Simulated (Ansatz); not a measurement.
Results of BLYP (Ansatz, a program for electronic structure, PAW) for bcc Mo.

Settings: plane-wave cutoff 520 eV, 24×24×24 k mesh, Fermi–Dirac smearing 0.05 eV, no spin polarisation, scalar-relativistic PAW data made under PBE.

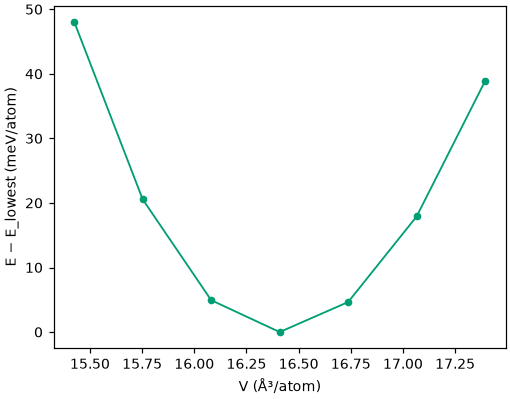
Figure: Total energy against volume

Q: From the curve, estimate the equilibrium volume and the bulk modulus.

A: V0 ≈ 16.4 Å³/atom and B0 ≈ 230 GPa; the fit gives V0 = 16.408 Å³/atom, B0 = 234 GPa, B′ = 4.4.

Measured, for comparison: bulk modulus 265 GPa (zero-point energy and finite temperature contributions removed, our sources range from 265 to 278; as tabulated in doi:10.1021/acs.jctc.3c00612); equilibrium volume per atom 15.49 Å³/atom (static lattice: zero-point anharmonic expansion removed; as tabulated in Mejia-Rodriguez and Trickey (2018), arXiv:1807.09216). Computed (rounded) less measured: bulk modulus -12 % (-12 % to -16 % over the range), equilibrium volume per atom +5.9 %.

The computed numbers hold no vibrational or temperature effects.
